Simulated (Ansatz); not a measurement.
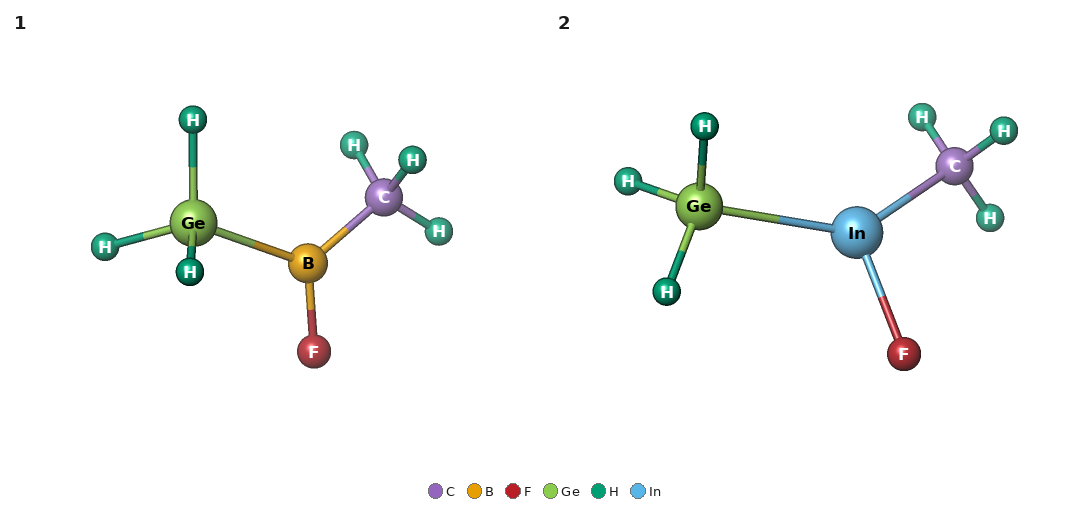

2 molecules with one skeleton, seen from the same side and at one scale. Each species is neutral and a spin singlet. Computed geometries: PBE0-D4/def2-TZVP optimisations, one conformation each. Properties computed with Ansatz 0.2.0. Elements past Kr carry core potentials.

One atom differs, called X below: B in panel 1, In in panel 2. Their formulas are CH6BFGe (`C[B](F)[GeH3]`), CH6FGeIn (`[CH3][In]([F])[GeH3]`).

**In which is the dipole moment larger (r2SCAN-D4/def2-TZVPP)?**

In panel 2 (X = In).

**In which is the angle C–X–Ge larger (PBE0-D4/def2-TZVP)?**

In panel 2 (X = In).

Give the values. With PBE0-D4/def2-TZVP: length of X–C (Å), length of X–F (Å), length of X–Ge (Å), angle C–X–Ge (°). With r2SCAN-D4/def2-TZVPP: dipole moment (D), HOMO energy (Kohn–Sham orbital) (eV), HOMO–LUMO gap (eV).

| quantity | 1 (B) | 2 (In) | 2 − 1 |
| --- | --- | --- | --- |
| length of X–C (Å) | 1.555 | 2.139 | +0.584 |
| length of X–F (Å) | 1.329 | 1.974 | +0.645 |
| length of X–Ge (Å) | 2.089 | 2.591 | +0.502 |
| angle C–X–Ge (°) | 124.4 | 141.3 | +16.9 |
| dipole moment (D) | 1.43 | 3.20 | +1.77 |
| HOMO energy (Kohn–Sham orbital) (eV) | −6.89 | −6.64 | +0.25 |
| HOMO–LUMO gap (eV) | 5.13 | 4.52 | −0.61 |
